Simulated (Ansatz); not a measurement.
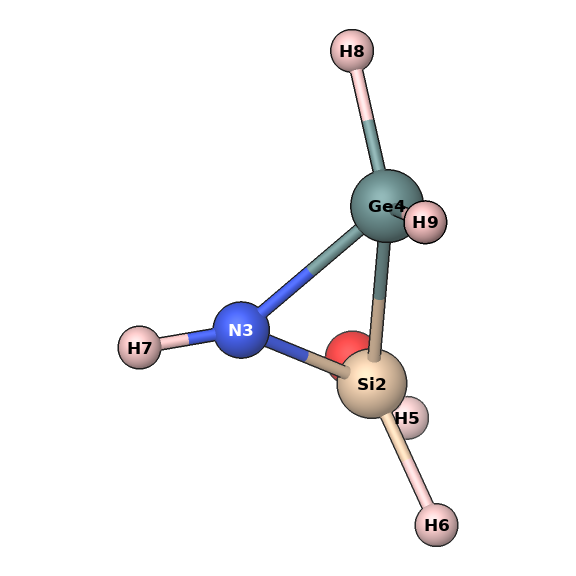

O1 lies behind Si2. The molecule seen nearly along the Si2–O1 bond, Si2 in front. Depth is shown by fading: the farther an atom, the more it takes the colour of the background. Computed geometry: PBE0-D4/def2-TZVP optimisation. No frequency run is at hand to confirm it as a minimum.

**What is the torsion angle Ge4–Si2–O1–H5? The sign is positive where the front bond must turn clockwise to cover the back bond.**

138°, anticlinal.
